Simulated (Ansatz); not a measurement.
Partial pair distribution functions of a relaxed model of amorphous Zr₃₅Pt₁₃, broadened by 0.06 Å; density 9.36 g/cm³. These are PBE, scalar-relativistic without spin-orbit coupling (plane waves to 420 eV, PAW; Ansatz, a quantum-chemistry and plane-wave program) values and carry that method's errors.

A CHGNet melt-quench gave the starting glass, which DFT then relaxed. The hot cell started wider than the set density and was brought back towards it in steps. It is the lowest in DFT energy of 3 quenches. It is a model cell: composition and starting density were chosen by hand, and all elements were melted together. No dispersion term was used. Its density started from a set value of 9.28 and ended at 9.36 g/cm³. The quench (nominally 190 K/ps over its main leg) was far faster than any real one, so the model tends to hold more defects than a real film. Values belong to this one cell and scatter from quench to quench. Volume and shape were free in the relaxation. On a 2×2×2 Γ-centred mesh force components of up to 0.20 eV/Å stay, since the relaxation ran on one k-point at (1/4, 1/4, 1/4).

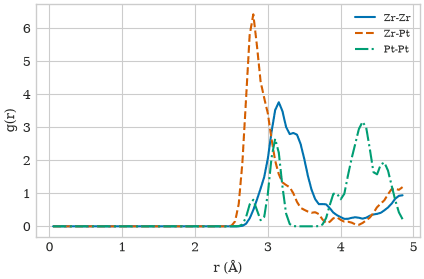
Partial pair distribution functions

Highest peaks under 4.5 Å: Zr-Zr near 3.15 Å, Zr-Pt near 2.80 Å, Pt-Pt near 4.30 Å; pairs of few atoms are noisy.

Within 4.02 Å each Zr has 10.11 Zr neighbours on average.
